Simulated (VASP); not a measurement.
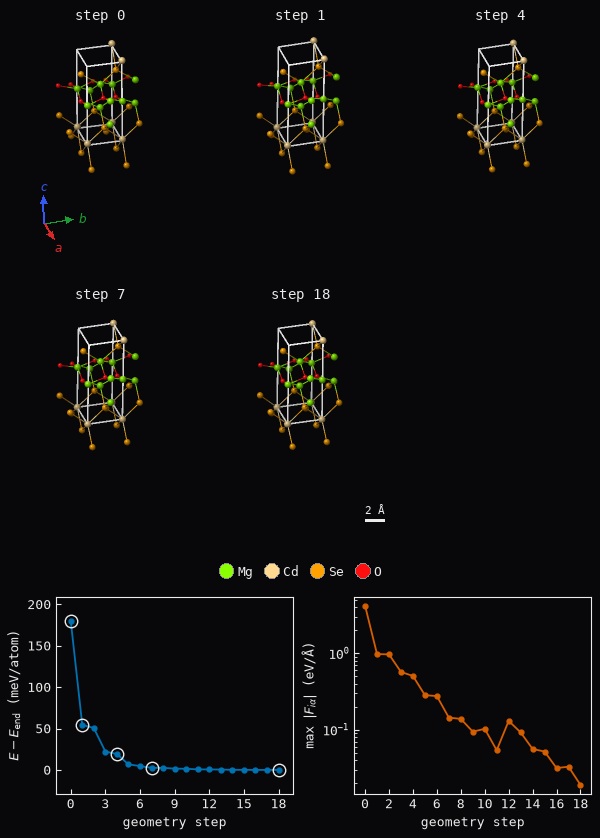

Frames of a relaxation of a crystal of Mg3CdSe2O2 (a generated structure, set up in P1), marked on the history of the run. Style: ball-and-stick. Shown: the cell of the calculation, reduced to other axes, from a free direction. Lengths and directions refer to the drawn axes.

The run lets cell and atoms move.

Method: Kohn-Sham DFT of a periodic cell, PBE, VASP PAW PBE potentials, recommended (VASP 6.6.1).

The input:
```
SYSTEM = Mg3CdSe2O2
  PREC = Normal
  ENCUT = 520
  EDIFF = 1E-5
  ISMEAR = 0
  SIGMA = 0.05
  LREAL = Auto
  LASPH = .True.
  NELM = 80
  ALGO = Fast
  ISIF = 3
  LWAVE = .False.
  LCHARG = .False.
  GGA = PE
  IBRION = 2
  NSW = 110
  EDIFFG = -0.03
  ISYM = 0
```

Launched with:
```bash
cat potpaw_PBE.64/Mg/POTCAR potpaw_PBE.64/Cd/POTCAR potpaw_PBE.64/Se/POTCAR potpaw_PBE.64/O/POTCAR > POTCAR
mpirun -np 1 vasp_std > vasp.out
```

Q: Describe the path.

A: After 18 geometry steps the energy has fallen by 180 meV per atom. Largest force component: 4.2 eV/Å at the start, 0.019 eV/Å at the end. Pressure: 3.64 GPa at the start and 0.01 GPa at the end. The atom that moves furthest relative to the cell is a Se atom (0.24 Å roughly along [−1 1 1]). Largest moves by element: Se 0.24 Å, O 0.23 Å, Mg 0.20 Å, Cd 0.19 Å. The volume changes by +0.1 %, with a 3.825 → 3.890 Å (+1.7 %), b 3.975 → 3.887 Å (−2.2 %), c 9.755 → 9.812 Å (+0.6 %), α 91.8° → 90.1°, β 91.0° → 89.8°, γ 90.7° → 90.0°. Near-neighbour distances that change, for instance: Cd–Se 2.953 → 2.628 Å, Mg–O 1.753 → 2.038 Å, Mg–O 2.317 → 2.037 Å, Mg–Se 2.320 → 2.546 Å. Bond angles that change, for instance: Mg–O–Mg 111.6° → 97.2°, Se–Cd–Se 83.2° → 95.4°, Cd–Se–Cd 83.2° → 95.4°. The space group stays P1 (No. 1). It ran on 1 thread of Intel(R) Xeon(R) Platinum 8375C CPU @ 2.90GHz (Ice Lake) (shared host). From step 0 to 1: an O atom moves most (0.22 Å), volume +6.1 %, energy −126 meV per atom. From step 1 to 4: a Mg atom moves most (0.06 Å), volume −7.2 %, energy −35.3 meV per atom. From step 4 to 7: a Se atom moves most (0.07 Å), volume +2.1 %, energy −16.7 meV per atom. From step 7 to 18: an O atom moves most (0.06 Å), volume −0.4 %, energy −2.5 meV per atom.
